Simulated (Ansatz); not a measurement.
SiHOCl: several calculations on one system

## 1. Relaxation

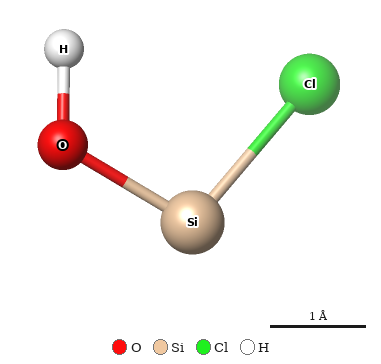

Starting structure of SiHOCl (coarse preliminary run). Style: ball-and-stick. Shown at a tilt.

These are results of RKS PBE-D4/def2-SVP in Ansatz, not measurements.

The input:
```yaml
crystal:
  periodic: [false, false, false]
  atoms:
    - {symbol: O, position_ang: [-0.917200, 0.413000, -0.294200]}
    - {symbol: Si, position_ang: [-0.412500, -0.783100, 0.648900]}
    - {symbol: Cl, position_ang: [1.589200, -0.668200, 0.396100]}
    - {symbol: H, position_ang: [-0.204000, 0.978100, -0.771100]}
basis:
  gaussian: {orbitals: def2-SVP}
hamiltonian: {xc: pbe, dispersion: d4}
relax: {f_tol: 0.03, max_steps: 250}
```

Question: Where does the relaxation end?

Answer: The optimiser took 5 steps. The atom that moves furthest after the best rigid fit is Cl3 (0.093 Å). Largest moves by element: Cl 0.093 Å, O 0.060 Å, Si 0.044 Å, H 0.034 Å. Near-neighbour distances that change, for instance: Si2–Cl3 2.021 → 2.143 Å, O1–Si2 1.605 → 1.676 Å, O1–H4 1.027 → 0.979 Å. The run took of the order of 8 core-seconds on a shared host.

The structure at the end:

```xyz
4

O    -0.9377    0.4641   -0.3178
Si   -0.4478   -0.8059    0.6608
Cl    1.6778   -0.6907    0.4123
H    -0.2368    0.9723   -0.7756
```

The end point in the same view:

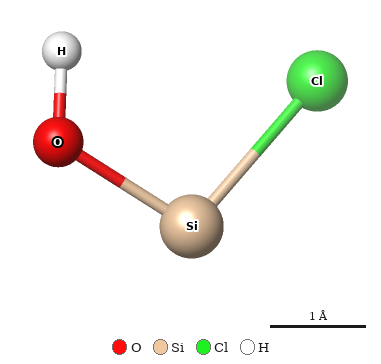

## 2. Relaxation

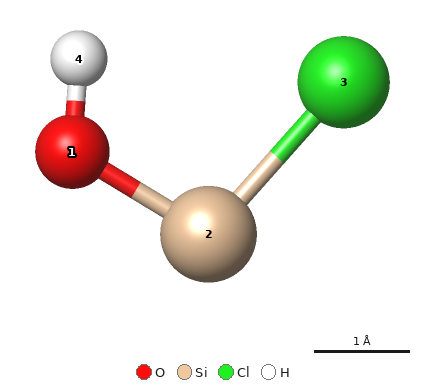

Starting structure of SiHOCl. A ball-and-stick model, seen face on.

Computed with RKS PBE0-D4/def2-TZVP in Ansatz.

The input:
```yaml
crystal:
  periodic: [false, false, false]
  atoms:
    - {symbol: O, position_ang: [-0.937464, 0.464434, -0.317993]}
    - {symbol: Si, position_ang: [-0.448209, -0.805691, 0.660644]}
    - {symbol: Cl, position_ang: [1.677441, -0.691396, 0.412654]}
    - {symbol: H, position_ang: [-0.236268, 0.972452, -0.775605]}
basis:
  gaussian: {orbitals: def2-TZVP}
hamiltonian: {xc: pbe0, dispersion: d4}
relax: {f_tol: 0.005, max_steps: 200}
```

> Predict the outcome.

O1 moves most after the best rigid fit: 0.031 Å. Largest moves by element: O 0.031 Å, H 0.026 Å, Si 0.025 Å, Cl 0.020 Å. Among the contacts that change: O1–Si2 1.676 → 1.637 Å, Si2–Cl3 2.143 → 2.110 Å, O1–H4 0.979 → 0.963 Å. Bond angles that change, for instance: Si2–O1–H4 117.2° → 120.4°. After 6 geometry steps the energy has fallen by 3.57 kJ/mol. The largest force component goes from 0.88 to 0.0011 eV/Å.

History of the run:

```
step  E − E(0), kJ/mol  largest force component, eV/Å
   0              0.00                         0.8778
   1             -2.60                         0.4744
   2             -3.40                         0.0838
   3             -3.46                         0.0734
   4             -3.55                         0.0449
   5             -3.56                         0.0190
   6             -3.57                         0.0011
```

The structure at the end:

```xyz
4

O    -0.9117    0.4503   -0.3088
Si   -0.4344   -0.7897    0.6470
Cl    1.6621   -0.7012    0.4216
H    -0.2606    0.9804   -0.7800
```

## 3. Scan

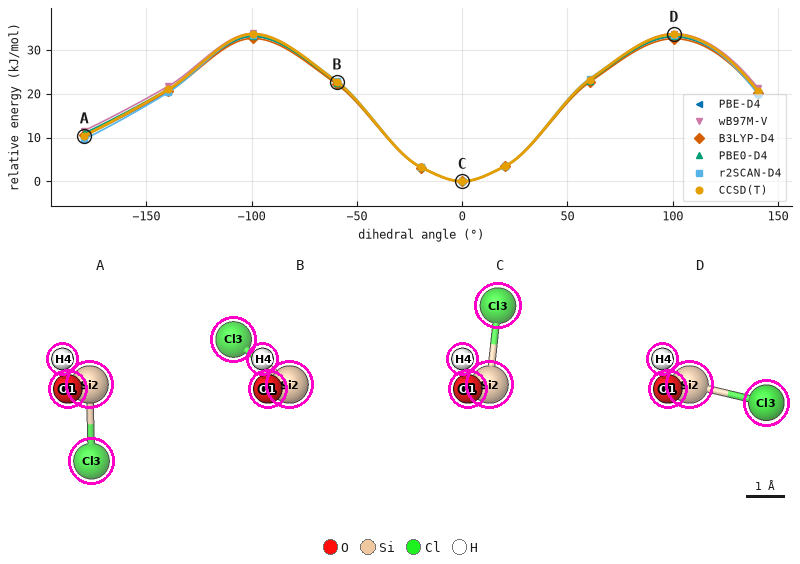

SiHOCl: the H4–O1–Si2–Cl3 dihedral angle is varied, with the rest of the molecule carried along rigidly. The lettered frames are marked on the plot, at the values of CCSD(T). A ball-and-stick model, seen almost along the central bond, with a slight tilt. The ringed atoms are those of the scanned coordinate.

Levels of theory: CCSD(T), r2SCAN-D4, PBE0-D4, B3LYP-D4, wB97M-V, PBE-D4 (def2-TZVPP, Ansatz), on geometries moved rigidly from the minimum at PBE0-D4/def2-TZVP. Coupled cluster with a frozen core. Energies are counted from the PBE0-D4/def2-TZVP minimum geometry at the same level.

Describe the profile.

Answer. With CCSD(T): the lowest computed point lies at the dihedral 0.0° (0.0 kJ/mol). Local maxima lie at −99.5° (33.7 kJ/mol), 100.5° (33.6 kJ/mol). The highest point, at −99.5°, lies 33.7 kJ/mol above the lowest and gives an upper estimate of the barrier to rotation, since the rotor is rigid. At −99.5° the levels give B3LYP-D4 32.7 kJ/mol, PBE-D4 33.1 kJ/mol, PBE0-D4 33.2 kJ/mol, r2SCAN-D4 33.5 kJ/mol, CCSD(T) 33.7 kJ/mol, wB97M-V 33.8 kJ/mol. Closest to CCSD(T) there is wB97M-V. At −179.5° to 140.5° the mean-field solution behind CCSD(T) isn't stable (a lower one of broken symmetry exists), so those energies are less reliable.

The computed points:

Energies in kJ/mol.

| dihedral angle (°) | CCSD(T) | r2SCAN-D4 | PBE0-D4 | B3LYP-D4 | wB97M-V | PBE-D4 |
| --- | --- | --- | --- | --- | --- | --- |
| −179.5 | 10.4 | 9.6 | 11.0 | 10.5 | 11.6 | 10.4 |
| −139.5 | 21.0 | 20.4 | 21.1 | 20.6 | 21.8 | 20.6 |
| −99.5 | 33.7 | 33.5 | 33.2 | 32.7 | 33.8 | 33.1 |
| −59.5 | 22.7 | 23.0 | 22.5 | 22.2 | 22.7 | 22.6 |
| −19.5 | 3.2 | 3.2 | 3.2 | 3.1 | 3.2 | 3.2 |
| 0.0 | 0.0 | 0.0 | 0.0 | 0.0 | 0.0 | 0.0 |
| 20.5 | 3.5 | 3.6 | 3.5 | 3.4 | 3.5 | 3.5 |
| 60.5 | 23.2 | 23.5 | 23.0 | 22.7 | 23.3 | 23.1 |
| 100.5 | 33.6 | 33.4 | 33.1 | 32.6 | 33.7 | 33.0 |
| 140.5 | 20.6 | 19.9 | 20.7 | 20.2 | 21.3 | 20.2 |
